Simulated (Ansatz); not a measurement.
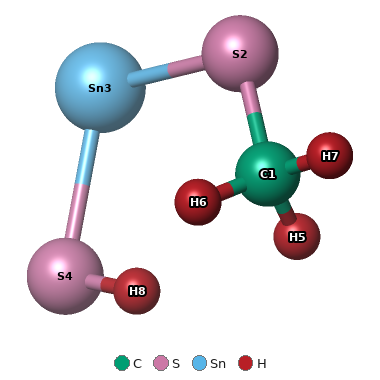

The system is CH4S2Sn, SMILES C[S][Sn][SH]; the picture shows the reference structure. Coordinates scanned: (1) angle S2–Sn3–S4; (2) change of the bonds Sn3–S2, Sn3–S4, all alike. Nothing is relaxed (all other coordinates rigid). Grid: 11 × 11 points. At 14 points there is no value (left out of the scan, as a rule where atoms come close). Points are written as (first, second). Energies: eV, counted from the lowest grid point. Theory: RKS PBE-D4/def2-SVP in Ansatz.

Its coordinates:

```xyz
8

C     0.2966    1.0247   -0.3790
S     0.7689    0.7519    1.3668
Sn    0.0934   -1.5360    2.0486
S    -0.9373   -2.3660   -0.0596
H    -0.8009    0.9581   -0.5183
H     0.8026    0.3065   -1.0545
H     0.6221    2.0481   -0.6492
H    -0.7532   -1.2446   -0.8106
```

Range: angle S2–Sn3–S4 from 55.8 to 145.8°; change of the bonds Sn3–S2, Sn3–S4, all alike from −0.273 to 0.422 Å.

Question: What will the energy surface look like?

Answer: The lowest grid point is at (100.8°, 0.005 Å). It is the only kind of minimum in the scanned range. The highest grid point, (64.8°, −0.065 Å), lies 17.76 eV above the lowest. Round the minimum the two coordinates are weakly coupled (coupling 0.13 in units of the two stiffnesses).

```tsv
second ↓, first →	55.8	64.8	73.8	82.8	91.8	100.8	109.8	118.8	127.8	136.8	145.8
0.422	–	5.87	2.18	1.26	1.09	1.10	1.15	1.24	1.35	1.49	1.66
0.353	–	6.55	2.18	1.06	0.84	0.83	0.89	0.99	1.11	1.27	1.45
0.283	–	7.47	2.26	0.89	0.60	0.58	0.65	0.75	0.89	1.06	1.26
0.214	–	8.66	2.44	0.77	0.39	0.36	0.43	0.55	0.70	0.89	1.11
0.144	–	10.22	2.75	0.73	0.23	0.18	0.25	0.38	0.55	0.76	1.00
0.075	–	12.19	3.22	0.78	0.14	0.05	0.13	0.27	0.46	0.69	0.95
0.005	–	14.70	3.89	0.95	0.14	0.00	0.07	0.23	0.44	0.69	0.98
−0.065	–	17.76	4.84	1.28	0.24	0.05	0.11	0.28	0.50	0.78	1.10
−0.134	–	–	6.11	1.79	0.50	0.22	0.26	0.44	0.68	0.99	1.34
−0.204	–	–	7.84	2.57	0.96	0.56	0.57	0.75	1.01	1.34	1.72
−0.273	–	–	10.10	3.64	1.65	1.10	1.07	1.24	1.51	1.86	2.26
```

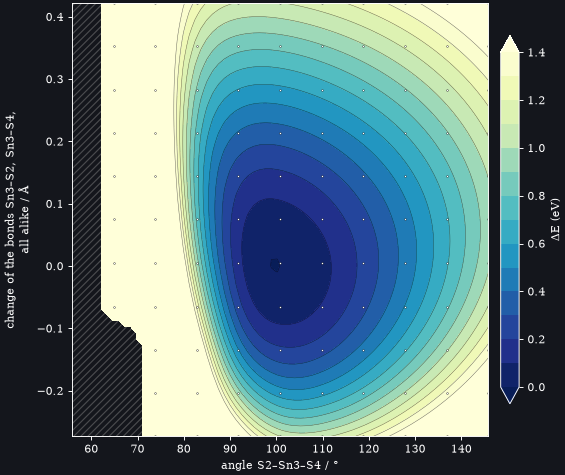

The picture shows filled contours, dots at the grid points, one colour for all values above the top of the scale, hatched blanks where no value was computed. Between grid points the surface is interpolated.

The whole map (107 points run) took 15 min on 1 thread of Arm Neoverse V1, with other jobs on the host.
